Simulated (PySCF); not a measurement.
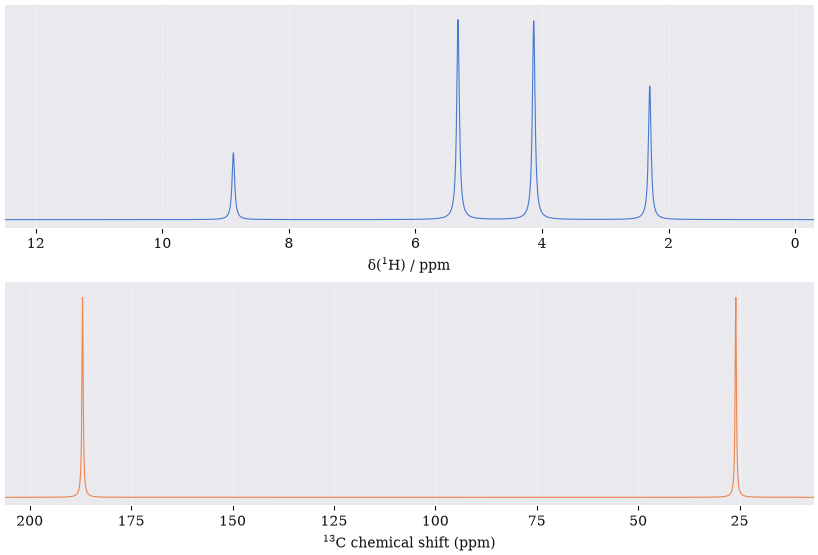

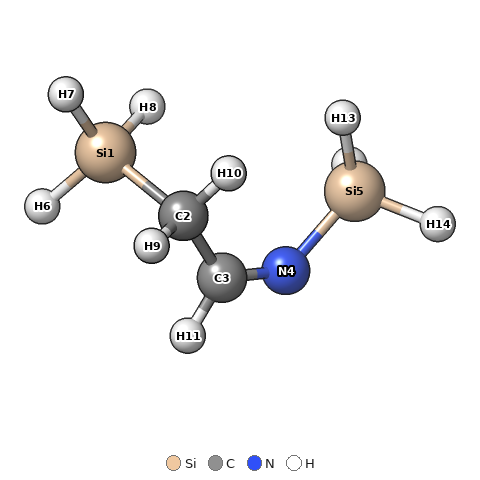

Spectrum and numbered structure of C₂H₉NSi₂, SMILES [SiH3]C/C=N\[SiH3]. GIAO shifts, LDA/pcSseg-1 with PySCF 2.14.0, at a PBE0-D3(BJ)/def2-SVP geometry (no frequency check), against TMS for ¹H and TMS for ¹³C computed at the same level. Gas phase, fully decoupled, line heights follow the number of nuclei, widths are arbitrary (no quadrupolar broadening); values of one conformer, averaged over nuclei that symmetry, rotation about single bonds or inversion at nitrogen exchange, these motions taken as fast; other conformers aren't averaged in.

Assign the ¹H signals to the numbered atoms.

```csv
δ (ppm),nuclei,atoms
8.88,1,H11
5.33,3,"H12, H13, H14"
4.13,3,"H6, H7, H8"
2.30,2,"H9, H10"
```

Assign the ¹³C signals to the numbered atoms.

```
δ (ppm)  nuclei  atoms
  187.0       1     C3
   25.9       1     C2
```
